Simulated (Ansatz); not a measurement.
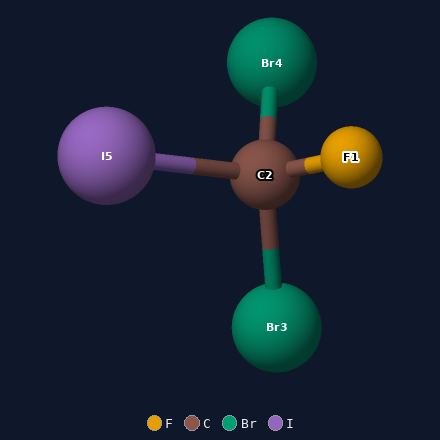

The system is CBr2FI, SMILES FC(Br)(Br)I; the picture shows the reference structure. 
- The first coordinate is: bond length C2–Br4; the second: bond length C2–I5.
- Nothing is relaxed (all other coordinates rigid).
- The grid has 11 × 11 points.
- Points are written as (first, second).
- All energies are given in kJ/mol relative to the lowest grid point.
- The reference is spin-restricted, which grows unreliable where a bond is stretched far.
- The calculation used RKS PBE-D4/def2-SVP (Ansatz).

Its coordinates:

```xyz
5

F     1.2188   -0.7624    0.3207
C     0.0876   -0.1164    0.0252
Br   -1.1251   -0.2363    1.5562
Br   -0.7219   -0.9506   -1.5490
I     0.5907    1.9921   -0.3945
```

Range: bond length C2–Br4 from 1.605 to 2.935 Å; bond length C2–I5 from 1.899 to 3.091 Å.

Q: What will the energy surface look like?

A: The lowest grid point is at (2.004 Å, 2.256 Å). No other kind of well shows on this grid. The highest grid point, (2.935 Å, 3.091 Å), lies 320 kJ/mol above the lowest. Round the minimum the two coordinates are weakly coupled (coupling 0.14 in units of the two stiffnesses).

```csv
"bond length C2–I5 ↓, bond length C2–Br4 →",1.605,1.738,1.871,2.004,2.137,2.270,2.403,2.536,2.669,2.802,2.935
3.091,254,157,127,132,153,182,213,243,272,297,320
2.972,236,139,108,112,134,163,194,224,253,278,301
2.853,218,119,88,91,113,141,173,203,232,258,281
2.733,199,99,67,70,90,119,150,181,210,236,259
2.614,182,80,46,48,68,96,127,157,186,213,237
2.495,168,63,27,28,47,74,104,135,164,190,214
2.376,158,50,12,11,28,55,84,114,143,169,193
2.256,155,44,3,0,16,41,69,99,127,153,177
2.137,167,51,7,1,15,38,65,94,121,147,171
2.018,200,79,31,22,33,54,79,107,134,159,182
1.899,269,142,89,75,83,102,125,151,176,201,224
```

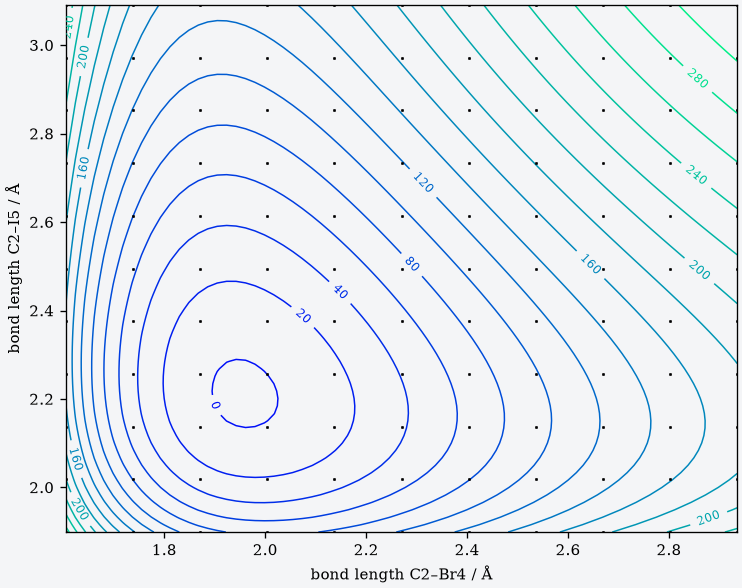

Drawn: contour lines labelled in kJ/mol, dots at the grid points. Between grid points the surface is interpolated.

Each point was launched as `ansatz run input.yaml --threads 1 --pin off --max-ram 2560MiB --backend cpu --events-out ev --progress --plain --runs-dir out`. Time for the 121 points that were run: 22 min on 1 thread of Arm Neoverse N1 (shared host).
